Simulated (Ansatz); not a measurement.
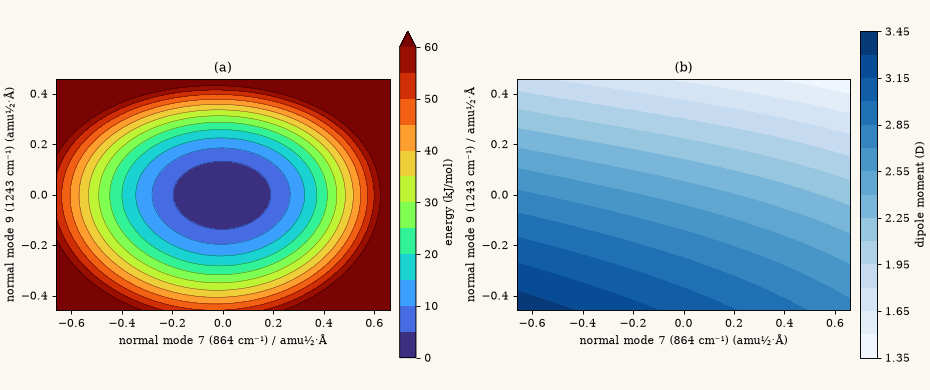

CH2F2Si, SMILES FC=[SiH]F. 
- First axis: normal mode 7 (864 cm⁻¹). Second axis: normal mode 9 (1243 cm⁻¹).
- Nothing is relaxed (straight displacements along the two mass-weighted modes).
- The scan uses an 11 × 11 grid.
- Points are written as (first, second).
- Energies: kJ/mol, counted from the lowest grid point.
- These are results of RKS BHLYP-D4/def2-TZVP in Ansatz, not measurements.

Panel (a) is the energy and panel (b) the computed dipole moment on the same grid.

In the figure: filled contours, one colour for all values above the top of the scale. Between grid points the surface is interpolated.

> How does the dipole moment vary over the map, and what is it at the lowest grid point?

Leaving out the highest fifth of the energies, it runs from 1.57 D at (0.132 amu½·Å, 0.459 amu½·Å) to 3.29 D at (−0.397 amu½·Å, −0.459 amu½·Å). At the lowest grid point, (0.000 amu½·Å, 0.000 amu½·Å), it is 2.48 D.
